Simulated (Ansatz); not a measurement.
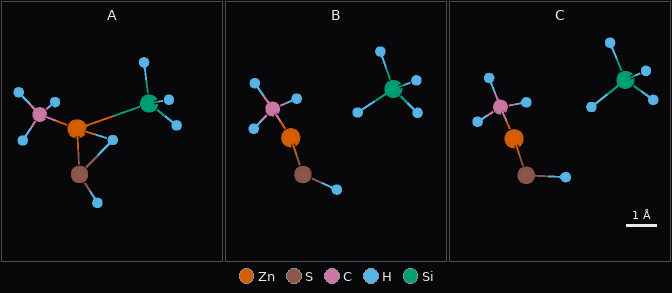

3 geometries from a converged minimum-energy path of CH$_{8}$SSiZn, made up at the start of CH₄SZn and SiH$_{4}$, shuffled. Style: ball-and-stick. Shown from a free direction.

Method: Ansatz 0.2.0, RKS PBE0/def2-mTZVP. Set-up: 7 movable images; climbing image; force threshold 0.03 eV/Å; iteration limit 60; starting path through a guess of the saddle point.

**Which frame is the top of the path?**

A. In order along the path, whose images run from 0 to 8: C (image 1, 0.00 eV), B (image 2, +0.05 eV), A (image 4, +1.62 eV). Breaking: H–Si (1.49 → 3.65 Å), S–Zn (2.19 → 2.91 Å). Forming: H–S (3.58 → 1.35 Å), Si–Zn (4.22 → 2.39 Å).

Limits of the set-up: the start holds two separate molecules, 2.8 Å apart at their closest, whose relative position is a soft coordinate and is computed without a dispersion correction.
